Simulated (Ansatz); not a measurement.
# CH4AlNO (SMILES C1[NH][AlH][O]1) at HF/def2-SVPD

What is the energy change on altering one bond length of CH4AlNO at HF/def2-SVPD? 

The results are computed with Ansatz 0.2.0.

93 further runs of the same task are left out: 93 set aside as unsound or not needed.

### Step 1. Starting point

CH4AlNO: 8 atoms, total charge 0, spin state singlet. SMILES: `C1[NH][AlH][O]1`. Geometry: relaxed at PBE0-D4/def2-TZVP.

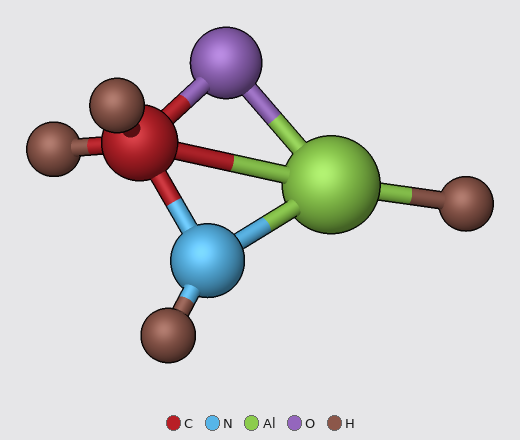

Viewed from a chosen angle; carbon red, nitrogen blue, aluminium green, oxygen purple, hydrogen brown.

### Step 2. A single-point energy at HF/def2-SVPD

run.yaml reads:

```yaml
crystal:
  periodic: [false, false, false]
  atoms:
    - symbol: C
      position_ang: [-0.254000, 0.762000, -0.440000]
    - symbol: "N"
      position_ang: [0.576900, 0.253100, 0.654700]
    - symbol: Al
      position_ang: [0.036100, -1.359500, 0.209100]
    - symbol: O
      position_ang: [-0.820500, -0.429100, -0.975000]
    - symbol: H
      position_ang: [0.332400, 1.276900, -1.213500]
    - symbol: H
      position_ang: [-1.052500, 1.431000, -0.090700]
    - symbol: H
      position_ang: [1.107700, 0.887000, 1.221500]
    - symbol: H
      position_ang: [0.166000, -2.878600, 0.578000]
basis:
  gaussian: {orbitals: def2-SVPD}
hamiltonian: {xc: hf}
accuracy: high
output: {orbitals: {seedname: orbitals}}
```

Run with:

```console
$ ansatz run run.yaml --threads 1 --pin off --max-ram 3480MiB --events-out events.jsonl --progress --plain --runs-dir runs
```

The program printed:

```text
Warning: RAYON_NUM_THREADS=1 ignored (pool sized by the plan → 1); use --threads N
Functional definition: HF
  name "HF"
  exchange = exact_x
  correlation = 0
2397 factors; integrals over basis functions are off by at most 3.4e-9 eV
mean field evaluation 1: about -11186.8410 eV, gradient 4.4e1 eV
mean field evaluation 2: about -11186.8473 eV, gradient 4.4e1 eV
mean field evaluation 4: about -11191.0617 eV, gradient 3.3e0 eV
mean field evaluation 8: about -11191.1032 eV, gradient 6.5e-2 eV
mean field -11191.10328225 eV, -411.2654600203 hartree, gradient 1.8e-8 eV, S^2 0.000000; 0 other end points of the search recorded, 0 dependent functions left out
reference -11191.10328225 eV, -411.2654600203 hartree; 19, 19 occupied and 100, 100 virtual orbitals, 2397 factors
Total energy: -11191.10328225 eV, -411.2654600203 hartree
```

Wall time 4.8 s (1 thread of Arm Neoverse V2, shared host); peak memory 0.36 GiB.

### Step 3. The distorted shape, same level

run.yaml reads:

```yaml
crystal:
  periodic: [false, false, false]
  atoms:
    - symbol: C
      position_ang: [-0.357916, 1.977233, -0.735109]
    - symbol: N
      position_ang: [0.472984, 1.468333, 0.359591]
    - symbol: Al
      position_ang: [-0.067816, -0.144267, -0.086009]
    - symbol: O
      position_ang: [-0.924416, 0.786133, -1.270109]
    - symbol: H
      position_ang: [0.228484, 2.492133, -1.508609]
    - symbol: H
      position_ang: [-1.156416, 2.646233, -0.385809]
    - symbol: H
      position_ang: [1.003784, 2.102233, 0.926391]
    - symbol: H
      position_ang: [0.166000, -2.878600, 0.578000]
basis:
  gaussian:
    orbitals: def2-SVPD
hamiltonian:
  xc: hf
output: {orbitals: {seedname: orbitals}}
accuracy: high
```

Run with:

```console
$ ansatz run run.yaml --threads 1 --pin off --max-ram 3480MiB --events-out events.jsonl --progress --plain --runs-dir runs
```

The program printed:

```text
Warning: RAYON_NUM_THREADS=1 ignored (pool sized by the plan → 1); use --threads N
Functional definition: HF
  name "HF"
  exchange = exact_x
  correlation = 0
2408 factors; integrals over basis functions are off by at most 3.5e-9 eV
mean field evaluation 1: about -11183.2733 eV, gradient 4.3e1 eV
mean field evaluation 2: about -11183.3472 eV, gradient 4.3e1 eV
mean field evaluation 4: about -11187.4813 eV, gradient 3.6e0 eV
mean field evaluation 8: about -11187.5462 eV, gradient 9.3e-2 eV
mean field evaluation 16: about -11187.5463 eV, gradient 1.5e-8 eV
mean field evaluation 32: about -11185.9031 eV, gradient 2.8e1 eV
mean field -11187.54628747 eV, -411.1347428733 hartree, gradient 1.5e-8 eV, S^2 0.000000; 0 other end points of the search recorded, 0 dependent functions left out
reference -11187.54628747 eV, -411.1347428733 hartree; 19, 19 occupied and 100, 100 virtual orbitals, 2408 factors
Total energy: -11187.54628747 eV, -411.1347428733 hartree
```

Run time: 5.1 s. Hardware: 1 thread of Arm Neoverse V2, shared host; peak memory 0.38 GiB.

### Step 4. Outcome

Level: HF/def2-SVPD.

```
                                                          quantity          value
                                         first shape: total energy  -411.26546 Eh
                                          first shape: HOMO energy      -10.15 eV
                                          first shape: LUMO energy        1.56 eV
                                        first shape: HOMO–LUMO gap       11.71 eV
                                     distorted shape: total energy  -411.13474 Eh
                                      distorted shape: HOMO energy       -9.37 eV
                                      distorted shape: LUMO energy       -0.22 eV
                                    distorted shape: HOMO–LUMO gap        9.16 eV
energy change with the Al3–H8 bond stretched from 1.569 to 2.824 Å       3.557 eV
```

In words: With the Al3–H8 bond stretched from 1.569 to 2.824 Å the energy rises by 3.56 eV (82 kcal/mol). The first shape isn't relaxed at this level, so the change isn't measured from a minimum.
